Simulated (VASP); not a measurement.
Here is the system:

```yaml
crystal:
  lattice:
    - [2.96333, 0.00000, 0.00000]
    - [-1.48166, 2.56632, 0.00000]
    - [0.00000, 0.00000, 6.10691]
  atoms:
    - { symbol: W, position: [0.00000, 0.00000, 0.00000] }
    - { symbol: W, position: [0.00000, 0.00000, 0.50000] }
    - { symbol: B, position: [0.33333, 0.66667, 0.25000] }
    - { symbol: B, position: [0.66667, 0.33333, 0.75000] }
```

All values below come from PBE GGA, VASP's PBE PAW potentials (set 64) (plane waves; VASP). Numerical set-up: 520 eV cut-off, 13×13×6 Γ-centred mesh, tetrahedra with Blöchl corrections, potentials W_sv B.

Unless said otherwise, spin-orbit coupling is left out, though it shifts the bands of the heavy elements here.

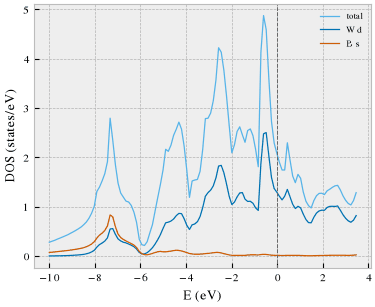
Figure: Total and projected density of states, zero at the Fermi level

Within 2 eV below the Fermi level the largest weight inside VASP's projection spheres is W d, then B p.

It has no gap at this level: it comes out as a metal or semimetal.

The structure was generated: WB was put into the NiAs type type (P6_3/mmc), which need not be its known phase. It was relaxed first, which changed the volume by -36 %.
